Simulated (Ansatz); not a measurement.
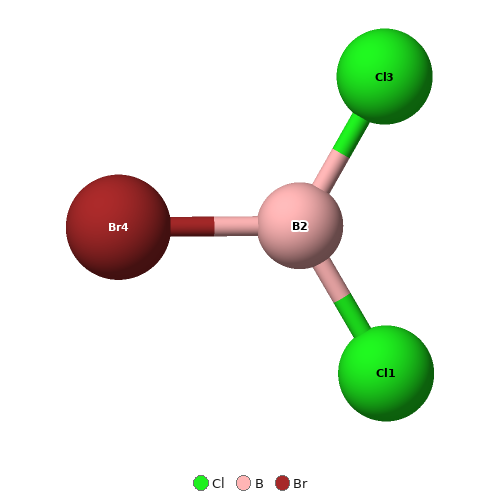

The system is BBrCl2, SMILES ClB(Cl)Br; the picture shows the grid point nearest to the relaxed geometry. Two internal coordinates are moved rigidly from the geometry relaxed at PBE0-D4/def2-TZVP, all others fixed. The first coordinate is: bond B2–Br4; the second: angle Br4–B2–Cl3. The scan uses a 5 × 5 grid. Points are written as (first, second). Energies are in kcal/mol, from the lowest grid point. Computed with RKS PBE-D4/def2-TZVPP in Ansatz 0.2.0.

Its coordinates:

```csv
atom,x (Å),y (Å),z (Å)
Cl,0.5821,0.6660,1.5108
B,0.0372,-0.0381,0.0221
Cl,0.4443,-1.6792,-0.3656
Br,-0.9722,0.9550,-1.1466
```

Range: bond B2–Br4 from 1.673 to 2.662 Å; angle Br4–B2–Cl3 from 90 to 150°.

What will the energy surface look like?

Answer. The lowest grid point is at (1.836 Å, 120°). The bottom of the well lies between grid points, at about (1.918 Å, 120°), about 1.6 kcal/mol lower on the interpolated surface. No other kind of well shows on this grid. The highest grid point, (1.673 Å, 90°), lies 63.2 kcal/mol above the lowest. Round the minimum the two coordinates are nearly uncoupled.

```csv
"angle Br4–B2–Cl3 ↓, bond B2–Br4 →",1.673,1.836,2.075,2.353,2.662
150,63.0,37.3,29.6,38.2,53.6
135,26.5,7.8,8.3,23.8,44.2
120,16.8,0.0,2.6,19.8,41.5
105,26.6,7.9,8.4,23.8,44.2
90,63.2,37.5,29.8,38.3,53.6
```

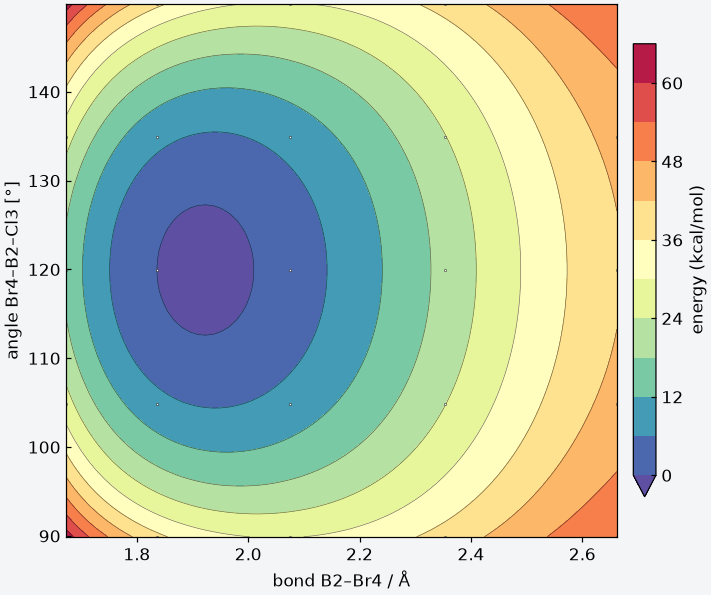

Drawn: filled contours, dots at the grid points. Between grid points the surface is interpolated.
